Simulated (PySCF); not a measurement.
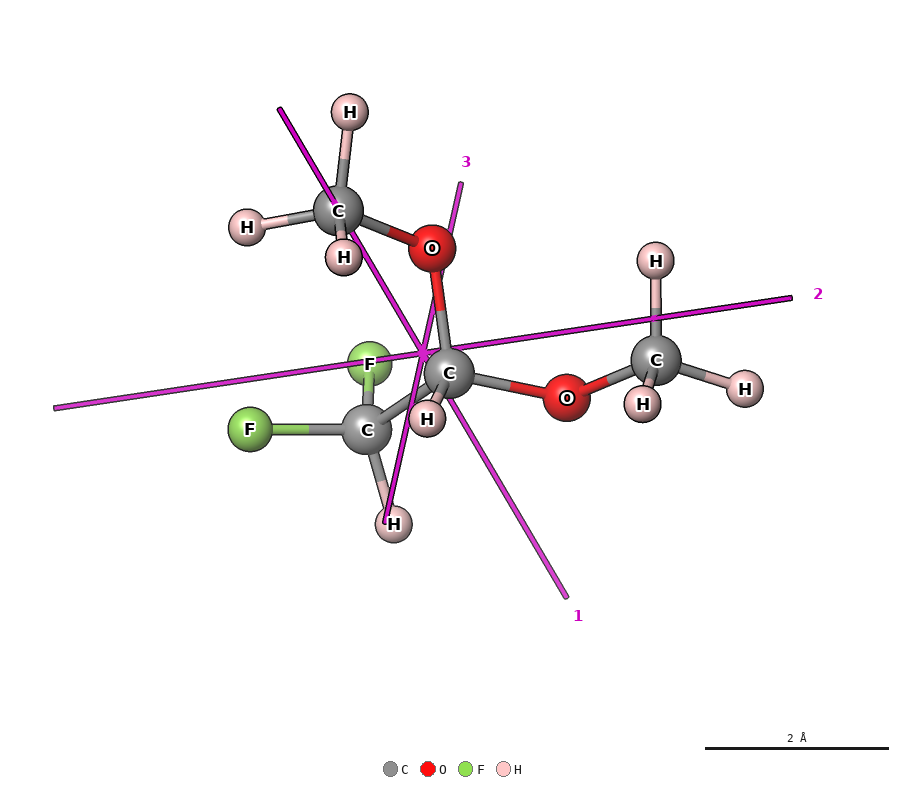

The three principal axes of inertia are drawn and numbered. Depth is shown by fading: the farther an atom, the more it takes the colour of the background. The computed structure is the end point of a PBE0-D3(BJ)/def2-SVP optimisation. No frequency run is at hand to confirm it as a minimum. Masses are those of the most abundant isotopes; constants are for the rigid equilibrium geometry.

Which line is the a axis (least moment of inertia), which b and which c?

Answer. a is line 2, b is line 1, c is line 3; the moments are 193, 307, 410 u Å².

What kind of rotor is it, and what are its rotational constants in MHz?

Answer. An asymmetric top (C1): A = 2624, B = 1648, C = 1234 MHz. Ray's parameter κ is −0.40, nearer the prolate limit.
